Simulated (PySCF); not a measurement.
Spin–spin coupling calculation of C$_{2}$H$_{7}$NO

C$_{2}$H$_{7}$NO (ethanolamine), SMILES NCCO, computed with B3LYP/pcJ-1 indirect spin-spin coupling, non-relativistic, gas phase (PySCF 2.14.0).

The geometry comes from this level: PBE0-D3(BJ)/def2-SVP. Figures and captions count atoms from 1; the log counts them from 0 in places.

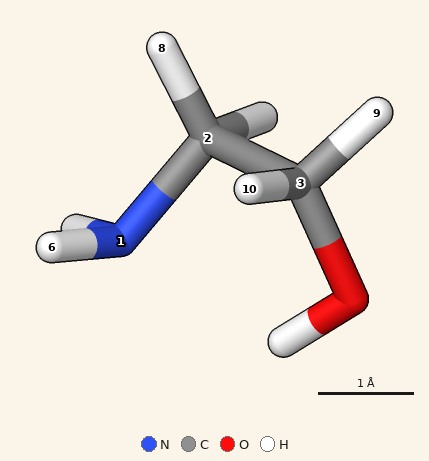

The input geometry (stick view, seen at a tilt; atoms are numbered from 1 in the order of the input). Bond lengths as drawn: C–C 1.52 Å, C–H 1.10 to 1.11 Å, C–N 1.45 Å, C–O 1.39 Å, H–N 1.02 Å and H–O 0.97 Å.

### Input file
```
{"job": {"kind": "j", "xc": "B3LYP", "basis": "pcJ-1"}, "charge": 0, "multiplicity": 1}
N     -1.071476    -0.776381     0.387694
C     -0.444183     0.519002     0.181126
C      1.037418     0.382166     0.504726
O      1.576443    -0.705985    -0.176565
H     -1.963432    -0.849075    -0.093053
H     -1.247390    -0.947666     1.376062
H     -0.545807     0.776504    -0.885793
H     -0.891216     1.351211     0.761602
H      1.577577     1.298548     0.213253
H      1.157504     0.281528     1.607553
H      0.849555    -1.353025    -0.177922
```

The first line tells a small driver script what to run in PySCF; the rest is the geometry in Å.

Machine: 1 CPU thread, shared host.

Launched with:
```bash
OMP_NUM_THREADS=1 python <driver script> task.json out
```

### The program's output
```
coarse grid: 8664 points
cycle   1  E = -210.2728224394  dE =  3.283e-01  |g| = 7.148e-01  |ddm| = 2.366e+00
cycle   2  E = -210.1580387158  dE =  1.148e-01  |g| = 1.079e+00  |ddm| = 1.495e+00
cycle   3  E = -210.3657771517  dE = -2.077e-01  |g| = 7.867e-02  |ddm| = 1.024e+00
cycle   4  E = -210.3665705648  dE = -7.934e-04  |g| = 4.537e-02  |ddm| = 7.602e-02
cycle   5  E = -210.3669908208  dE = -4.203e-04  |g| = 9.068e-03  |ddm| = 3.617e-02
cycle   6  E = -210.3670055001  dE = -1.468e-05  |g| = 2.742e-03  |ddm| = 8.224e-03
cycle   7  E = -210.3670070064  dE = -1.506e-06  |g| = 4.474e-04  |ddm| = 2.063e-03
final grid: 82224 points
cycle   8  E = -210.4056589907  dE = -9.395e-05  |g| = 5.254e-03  |ddm| = 1.487e-02
cycle   9  E = -210.4056553102  dE =  3.681e-06  |g| = 6.474e-03  |ddm| = 8.074e-03
cycle  10  E = -210.4056647113  dE = -9.401e-06  |g| = 6.615e-04  |ddm| = 4.713e-03
cycle  11  E = -210.4056647376  dE = -2.635e-08  |g| = 5.384e-04  |ddm| = 8.068e-04
cycle  12  E = -210.4056647883  dE = -5.064e-08  |g| = 2.297e-05  |ddm| = 3.733e-04
cycle  13  E = -210.4056647884  dE = -7.026e-11  |g| = 1.088e-05  |ddm| = 2.486e-05
```

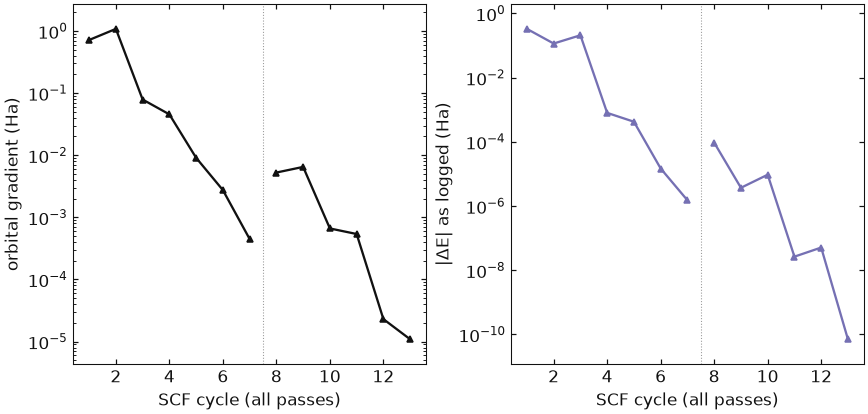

Convergence of the self-consistent field: orbital gradient and size of the energy change against the SCF cycle. The dotted line marks the change from a coarse to the final integration grid. The first 7 cycles use a coarse grid, the final grid takes over at cycle 8, and the field converges after 13 cycles in all.

```
converged SCF energy = -210.4056647884

Indirect spin-spin couplings (Hz)
  i      j    bonds     total        FC       PSO       DSO        SD
  0 N    1 C    1     -6.026    -5.198    -0.023    -0.076    -0.729
  0 N    2 C    2     -2.756    -2.817     0.065    -0.006     0.002
  0 N    3 O    3      1.416     1.637    -0.205    -0.000    -0.016
  0 N    4 H    1    -71.437   -68.190    -2.784    -0.247    -0.217
  0 N    5 H    1    -66.940   -63.640    -2.849    -0.258    -0.194
  0 N    6 H    2     -2.194    -2.073    -0.212     0.083     0.008
  0 N    7 H    2      0.607     0.639    -0.199     0.148     0.020
  0 N    8 H    3     -5.095    -5.154    -0.146     0.206    -0.001
  0 N    9 H    3     -2.207    -2.130    -0.117     0.023     0.016
  0 N   10 H    4      2.141     2.104     0.335    -0.340     0.041
  1 C    2 C    1     37.442    37.918    -0.709     0.234         -
  1 C    3 O    2     -0.585    -0.803     0.206     0.013         -
  1 C    4 H    2     -1.809    -1.794     0.420    -0.435         -
  1 C    5 H    2     -2.114    -2.156     0.439    -0.397         -
  1 C    6 H    1    138.646   137.244     0.492     0.911         -
  1 C    7 H    1    136.615   135.172     0.566     0.877         -
  1 C    8 H    2     -0.513    -0.412     0.017    -0.119         -
  1 C    9 H    2     -1.364    -1.250    -0.019    -0.095         -
  1 C   10 H    3      5.017     5.027    -0.280     0.270         -
  2 C    3 O    1     21.689    21.693     0.093    -0.097         -
  2 C    4 H    3      9.317     9.375     0.527    -0.585         -
  2 C    5 H    3      0.054     0.030     0.133    -0.109         -
  2 C    6 H    2     -5.805    -5.734     0.003    -0.074         -
  2 C    7 H    2      3.686     3.756     0.022    -0.093         -
  2 C    8 H    1    149.246   148.161     0.143     0.941         -
  2 C    9 H    1    141.439   140.265     0.196     0.979         -
  2 C   10 H    2     -3.886    -3.998     0.482    -0.369         -
  3 O    4 H    4     -0.628    -0.665    -0.202     0.239         -
  3 O    5 H    4      0.197     0.247    -0.213     0.163         -
  3 O    6 H    3     -0.525    -0.381    -0.203     0.059         -
  3 O    7 H    3     -0.798    -0.934    -0.171     0.307         -
  3 O    8 H    2    -13.010   -12.458    -0.707     0.155         -
  3 O    9 H    2     -5.165    -4.626    -0.733     0.194         -
  3 O   10 H    1    -71.535   -61.079   -10.091    -0.365         -
  4 H    5 H    2     -9.765   -10.389     5.032    -4.409         -
  4 H    6 H    3      6.173     6.286     0.108    -0.221         -
  4 H    7 H    3     -0.314    -0.071     1.332    -1.575         -
  4 H    8 H    4      1.908     2.040     2.037    -2.169         -
  4 H    9 H    4     -0.665    -0.569     2.168    -2.264         -
  4 H   10 H    5      0.434     0.405     0.627    -0.598         -
  5 H    6 H    3     16.676    16.799     3.522    -3.645         -
  5 H    7 H    3      6.224     6.385     0.404    -0.564         -
  5 H    8 H    4     -0.591    -0.459     1.830    -1.963         -
  6 H    7 H    2    -12.742   -12.821     2.144    -2.065         -
  6 H    8 H    3      5.553     5.613     0.115    -0.175         -
  6 H    9 H    3     13.501    13.653     2.681    -2.833         -
  6 H   10 H    4     -0.439    -0.277    -0.254     0.092         -
  7 H    8 H    3      0.734     0.821     0.402    -0.488         -
  7 H    9 H    3      3.107     3.159     0.134    -0.187         -
  8 H    9 H    2    -11.906   -11.949     1.994    -1.951         -
  8 H   10 H    3     13.937    14.073     4.126    -4.262         -
  9 H   10 H    3     -0.945    -0.727     1.473    -1.692         -
```

### Key numbers

```tsv
quantity	value
outcome	converged
total energy	−210.405665 hartree
HOMO	−6.92 eV
LUMO	0.88 eV
dipole moment	3.35 D
wall time	12 s
peak memory	0.79 GiB
```
